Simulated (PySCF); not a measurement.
# IO₂Cl: relaxation and vibrations of the singlet

Aim: relax IO₂Cl as a singlet from a T-shaped (ligand arrangement 2) start, check by its vibrations whether the end is a minimum, and collect its spectrum and constants.

Program: PySCF 2.14.0. Level of theory: PBE0, basis I def2-TZVP with ECP28, O def2-TZVP, Cl def2-TZVP, scalar-relativistic core potentials, no spin–orbit coupling, density fitting. These are calculated values, not measurements.

## (1) Where the work starts

4 atoms, charge 0, spin multiplicity 1.

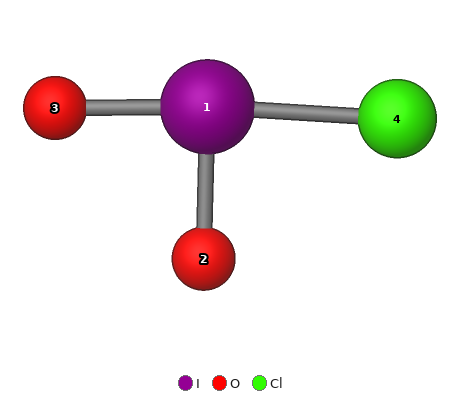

The starting geometry (iodine purple, oxygen red, chlorine green); atoms are numbered from 1 in the order of the file.

Z-matrix (Å, degrees; charge 0 multiplicity 1):
```
I
O  1 1.8600
O  1 1.8600 2 88.00
Cl 1 2.3200 2 88.00 3 180.00
```

## (2) Relaxing the singlet from the T-shaped (ligand arrangement 2) start

The steps below are one call of a driver around PySCF. For each, scf.py gives the equivalent set-up of the SCF; relaxations use the driver's own optimiser. Before each start the driver seeks the lowest SCF state from one or more starting densities and follows internal instabilities, so scf.py alone need not reach the same state.

The program finds Cs symmetry in the start, which this walk keeps. Threshold on the gradient: 0.0003 Eh/bohr, with a further test on the energy change.

The input, scf.py:

```python
from pyscf import gto, scf, dft
mol = gto.M(atom='''
I     -0.264856     0.000000    -0.173427
O     -0.264856     0.000000     1.686573
O     -2.123756     0.000000    -0.108527
Cl     2.053744     0.000000    -0.092427''',
    basis={'I': 'def2-TZVP', 'O': 'def2-TZVP', 'Cl': 'def2-TZVP'},
    ecp={'I': 'def2-TZVP'},
    charge=0, spin=0)
mf = dft.RKS(mol, xc='PBE0')
mf.grids.atom_grid = (50, 194)
aux = {'I': 'def2-universal-JKFIT', 'O': 'def2-universal-JKFIT', 'Cl': 'def2-universal-JKFIT'}
mf = mf.density_fit(auxbasis=aux)
mf.kernel()
```

The optimiser's trace:

```csv
step,energy (Eh),change (kJ/mol),largest symmetric gradient (Eh/bohr)
0,-907.910576,0.00,0.08259
1,-907.931304,-54.42,0.02214
2,-907.934208,-62.04,0.00495
3,-907.934921,-63.92,0.00347
4,-907.935038,-64.22,0.00338
5,-907.935062,-64.29,0.00092
6,-907.935068,-64.30,0.00032
7,-907.935068,-64.30,0.00011
```

The walk needed 19 s of wall time on 4 threads, shared host.

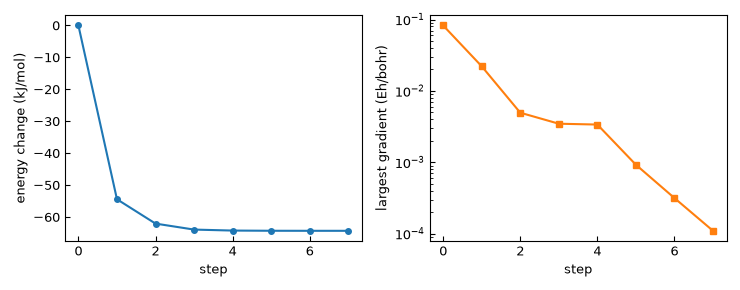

How energy and gradient fall.

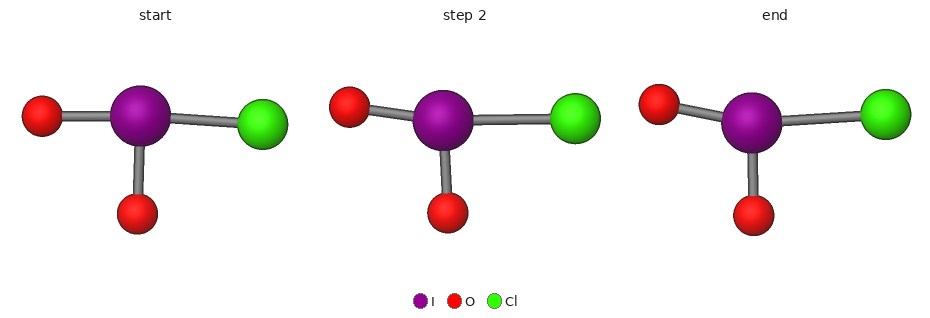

Start and end of the relaxation, with a step between.

End point (Cs, 7 steps, 64.3 kJ/mol gained): I–Cl 2.542 Å, I–O 1.759 Å, I–O 1.789 Å; Cl–I–O 92.6°, Cl–I–O 165.1°, O–I–O 102.4°.

## (3) Frequencies

On the finer grid the gradient is checked again; gradients at displacements of ±0.01 bohr then give force constants and infrared intensities.

scf.py: that of step 2 with these lines changed.

```diff
@@ -3,4 +3,4 @@
-I     -0.264856     0.000000    -0.173427
-O     -0.264856     0.000000     1.686573
-O     -2.123756     0.000000    -0.108527
-Cl     2.053744     0.000000    -0.092427''',
+I     -0.318719     0.000000    -0.076880
+O     -0.226282     0.000000     1.679595
+O     -2.083638     0.000000    -0.368782
+Cl     2.211963     0.000000    -0.321460''',
@@ -11 +11 @@
-mf.grids.atom_grid = (50, 194)
+mf.grids.atom_grid = (75, 302)
```

This SCF starts from the last density.

Log of the central SCF (cycles and frontier levels):

```text
init E= -907.935052700964
  HOMO = -0.315903227171831  LUMO = -0.224152552765062  gap/eV = 2.49666
cycle= 1 E= -907.935052694928  delta_E= 6.04e-09  |g|= 0.000155  |ddm|= 0.000202
  HOMO = -0.315881999399354  LUMO = -0.224174337657136  gap/eV = 2.49549
cycle= 2 E= -907.935052637488  delta_E= 5.74e-08  |g|= 0.000493  |ddm|= 0.000573
  HOMO = -0.31589446584959  LUMO = -0.224159298615273  gap/eV = 2.49624
cycle= 3 E= -907.935052700172  delta_E= -6.27e-08  |g|= 8.75e-05  |ddm|= 0.000417
  HOMO = -0.315896991791919  LUMO = -0.22415851031509  gap/eV = 2.49633
cycle= 4 E= -907.935052701772  delta_E= -1.6e-09  |g|= 1.89e-05  |ddm|= 6.06e-05
  HOMO = -0.315897220994042  LUMO = -0.224158331447661  gap/eV = 2.49634
cycle= 5 E= -907.935052701847  delta_E= -7.53e-11  |g|= 7.93e-07  |ddm|= 1.39e-05
  HOMO = -0.315897132916206  LUMO = -0.22415828230536  gap/eV = 2.49634
Extra cycle  E= -907.935052701849  delta_E= -1.82e-12  |g|= 9.14e-07  |ddm|= 1.13e-06
converged SCF energy = -907.935052701849
```

The whole step took 61 s.

Geometry: Cs; I–Cl 2.542 Å, I–O 1.759 Å, I–O 1.789 Å; Cl–I–O 92.5°, Cl–I–O 165.1°, O–I–O 102.4°.

Harmonic modes (main isotopes):

```json
{"symmetry": "a''", "ω (cm⁻¹)": "253i", "IR (km/mol)": "17.7", "type": "bend"}
{"symmetry": "a'", "ω (cm⁻¹)": "134", "IR (km/mol)": "8.7", "type": "bend"}
{"symmetry": "a'", "ω (cm⁻¹)": "275", "IR (km/mol)": "46.9", "type": "stretch"}
{"symmetry": "a'", "ω (cm⁻¹)": "336", "IR (km/mol)": "27.1", "type": "bend"}
{"symmetry": "a'", "ω (cm⁻¹)": "842", "IR (km/mol)": "81.6", "type": "stretch"}
{"symmetry": "a'", "ω (cm⁻¹)": "906", "IR (km/mol)": "30.9", "type": "stretch"}
```

With 1 mode imaginary (up to 253i cm⁻¹) this point is a saddle.

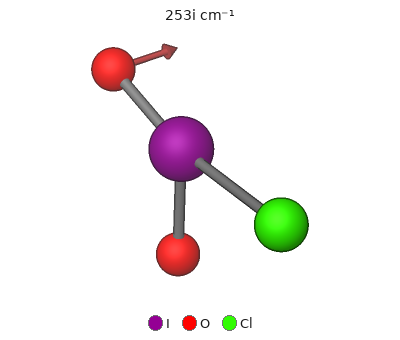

The imaginary mode, as arrows.

Constants and moments:

```yaml
Dipole_moment: 1.93 D
Highest_occupied_level: -8.60 eV
Lowest_empty_level: -6.10 eV
Rotational_constants: 0.334, 0.066, 0.05511 cm⁻¹
Zero-point_energy_real_modes: 14.9 kJ/mol
Principal_polarisabilities: 30.4, 47.1, 99.7 bohr³
Atomisation_energy_without_zero-point_energy: 544 kJ/mol
Principal_traceless_quadrupole_moments_about_the_centre_of_mass: -12.41, 1.25, 11.17 D Å
```

Populations by atom (charges in e):

```
atom  Mulliken  Löwdin  polar tensor  Mayer order to I1
  I1      1.19    1.11          1.55                  –
  O2     -0.40   -0.42         -0.42               1.72
  O3     -0.44   -0.45         -0.56               1.68
 Cl4     -0.36   -0.24         -0.57               0.84
```

Outer orbital energies (eV). occupied: -13.55, -13.38, -10.72, -10.33, -10.21, -9.20, -8.98, -8.60; empty: -6.10, -2.20, -0.76, 3.34.

Mulliken populations on I1 (outside its core potential): s 3.92, p 9.11, d 10.64, f 0.14.

## (4) Following the imaginary mode

The atoms are moved a little along the softest imaginary mode and relaxed again.

The program finds C1 symmetry in the start.

scf.py: that of step 3 with these lines changed.

```diff
@@ -3,4 +3,4 @@
-I     -0.318719     0.000000    -0.076880
-O     -0.226282     0.000000     1.679595
-O     -2.083638     0.000000    -0.368782
-Cl     2.211963     0.000000    -0.321460''',
+I     -0.318492     0.029490    -0.076719
+O     -0.226055    -0.031436     1.679756
+O     -2.083411    -0.120000    -0.368622
+Cl     2.212190    -0.037755    -0.321299''',
@@ -11 +11 @@
-mf.grids.atom_grid = (75, 302)
+mf.grids.atom_grid = (50, 194)
```

Energy and gradient, step by step:

```csv
step,energy (Eh),change (kJ/mol),largest gradient (Eh/bohr)
0,-907.936681,0.00,0.01461
1,-907.946555,-25.93,0.03076
2,-907.949187,-32.84,0.04201
3,-907.957934,-55.80,0.03501
4,-907.969325,-85.71,0.02130
5,-907.979981,-113.69,0.02736
6,-907.986903,-131.86,0.01813
7,-907.987619,-133.74,0.00550
8,-907.987731,-134.03,0.00306
9,-907.987746,-134.07,0.00062
10,-907.987748,-134.08,0.00022
```

The walk took 32 s.

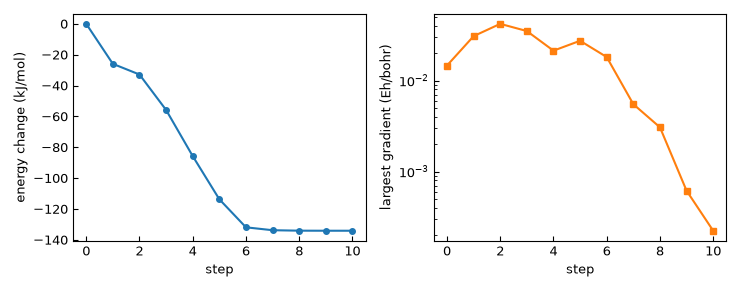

Energy and largest gradient along the walk.

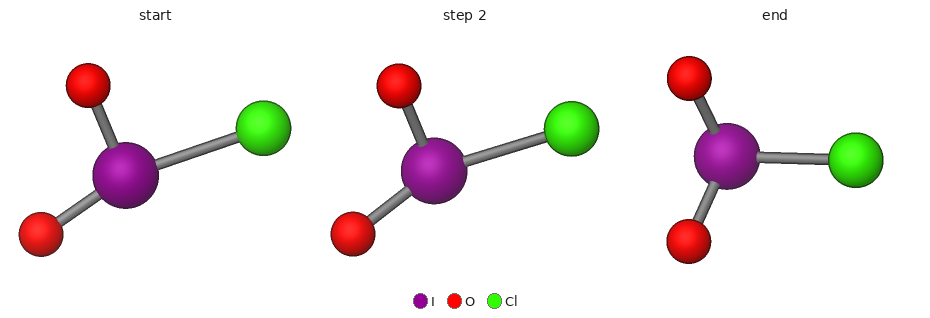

Start and end of the relaxation, with a step between.

After 10 steps and 134.1 kJ/mol it ends at Cs: I–Cl 2.367 Å, I–O 1.757 Å (×2); Cl–I–O 102.2° (×2), O–I–O 108.2°.

## (5) Is it a minimum? Harmonic modes

The same treatment as at the point before.

scf.py: that of step 4 with these lines changed.

```diff
@@ -3,4 +3,4 @@
-I     -0.318492     0.029490    -0.076719
-O     -0.226055    -0.031436     1.679756
-O     -2.083411    -0.120000    -0.368622
-Cl     2.212190    -0.037755    -0.321299''',
+I     -0.275231     0.274852     0.081903
+O     -0.247429    -0.253393     1.757752
+O     -1.452309    -0.703104    -0.782024
+Cl     1.778889    -0.561115    -0.744557''',
@@ -11 +11 @@
-mf.grids.atom_grid = (50, 194)
+mf.grids.atom_grid = (75, 302)
```

SCF at the final geometry:

```text
init E= -907.987711143995
  HOMO = -0.334951761959381  LUMO = -0.133854302159017  gap/eV = 5.47214
cycle= 1 E= -907.987711139801  delta_E= 4.19e-09  |g|= 0.000152  |ddm|= 0.000121
  HOMO = -0.334950118784713  LUMO = -0.133854109735878  gap/eV = 5.47210
cycle= 2 E= -907.987711094811  delta_E= 4.5e-08  |g|= 0.000499  |ddm|= 0.000391
  HOMO = -0.334951095950515  LUMO = -0.133854222008182  gap/eV = 5.47212
cycle= 3 E= -907.987711144417  delta_E= -4.96e-08  |g|= 1.01e-05  |ddm|= 0.000299
  HOMO = -0.33495141136751  LUMO = -0.133854297895852  gap/eV = 5.47213
cycle= 4 E= -907.987711144446  delta_E= -2.93e-11  |g|= 1.51e-06  |ddm|= 1.07e-05
  HOMO = -0.334951161012252  LUMO = -0.133854273217866  gap/eV = 5.47213
Extra cycle  E= -907.987711144441  delta_E= 5e-12  |g|= 3.7e-06  |ddm|= 3.43e-06
converged SCF energy = -907.987711144441
```

The whole step took 47 s.

Geometry: Cs; I–Cl 2.367 Å, I–O 1.757 Å (×2); Cl–I–O 102.3° (×2), O–I–O 108.2°.

Harmonic modes (main isotopes):

| symmetry | ω (cm⁻¹) | IR (km/mol) | μ (u) | type |
| --- | --- | --- | --- | --- |
| a'' | 174 | 2.0 | 19.85 | bend |
| a' | 220 | 9.1 | 20.18 | bend |
| a' | 311 | 20.8 | 18.28 | bend |
| a' | 347 | 85.9 | 41.35 | stretch |
| a' | 907 | 38.3 | 17.30 | stretch |
| a'' | 936 | 94.7 | 18.29 | stretch |

No imaginary mode, so this is a minimum.

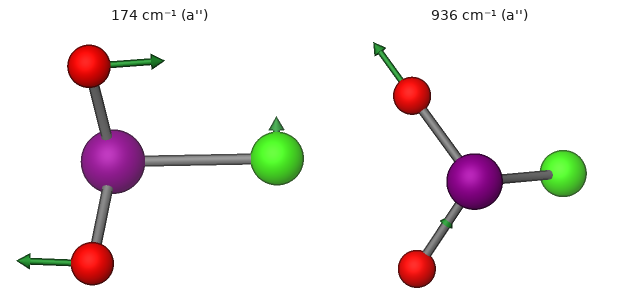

Displacements of 2 of the modes, as arrows (one member where a mode is degenerate).

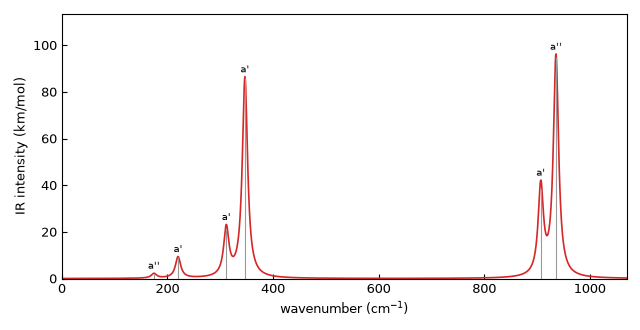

The harmonic infrared spectrum (widths in cm⁻¹). Lines are broadened to a width of 12 cm⁻¹ (Lorentzian).

Constants and moments:

| Quantity | Value |
| --- | --- |
| Dipole moment | 3.58 D |
| Highest occupied level | -9.11 eV |
| Lowest empty level | -3.64 eV |
| Rotational constants | 0.1959, 0.08465, 0.06946 cm⁻¹ |
| Zero-point energy | 17.3 kJ/mol |
| Principal polarisabilities | 35.9, 49.4, 67.3 bohr³ |
| Atomisation energy without zero-point energy | 682 kJ/mol |
| Principal traceless quadrupole moments about the centre of mass | -6.21, -1.65, 7.87 D Å |
| Entropy at 298.15 K and 1 bar | 316.3 J/(mol K) |
| Heat capacity Cp at 298.15 K | 66.2 J/(mol K) |
| Enthalpy at 298.15 K above 0 K | 15.17 kJ/mol |
| Rotational symmetry number | 1 |

Populations by atom (charges in e):

```
atom  Mulliken  Löwdin  polar tensor  Mayer order to I1
  I1      1.22    1.09          1.66                  –
O2,3     -0.50   -0.51         -0.57               1.74
 Cl4     -0.22   -0.08         -0.52               0.94
```

Mulliken populations on I1 (outside its core potential): s 3.84, p 9.11, d 10.65, f 0.17.

## (6) The points found, side by side

| spin | group | bonds | imaginary modes (cm⁻¹) | ΔE (kJ/mol) | with zero-point energy |
| --- | --- | --- | --- | --- | --- |
| singlet | Cs | I–Cl 2.367 Å, I–O 1.757 Å (×2) | none | 0.0 | 0.0 |
| singlet | Cs | I–Cl 2.542 Å, I–O 1.759 Å, I–O 1.789 Å | 253i | 138.3 | – |

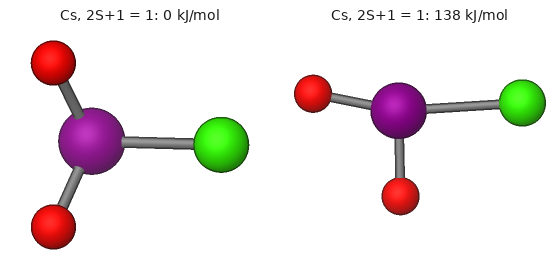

The points, lowest first (iodine purple, oxygen red, chlorine green).

## (7) Outcome

| quantity | value |
| --- | --- |
| minimum | singlet, Cs |
| geometry | I–Cl 2.367 Å, I–O 1.757 Å (×2); Cl–I–O 102.3° (×2), O–I–O 108.2° |
| wavenumbers (cm⁻¹) | 174 (a''), 220 (a'), 311 (a'), 347 (a'), 907 (a'), 936 (a'') |
| dipole moment | 3.58 D |
| highest occupied, lowest empty level | -9.11, -3.64 eV |
| polar-tensor charge of I1 | +1.66 e |
| zero-point energy | 17.3 kJ/mol |
| entropy at 298.15 K | 316.3 J/(mol K) |
| atomisation energy (no zero-point energy) | 682 kJ/mol |

What this shows: The T-shaped (ligand arrangement 2) start (Cs) ends in a minimum of Cs symmetry, after a stop at a saddle point 138.3 kJ/mol higher, from which it was pushed off along an imaginary mode. The strongest infrared band lies at 936 cm⁻¹ (a'', stretch). Other starts or spin states, not run here, may lie lower. Spin–orbit coupling is left out.

The search up to here needed 2.7 min of wall time on 4 threads, shared host.
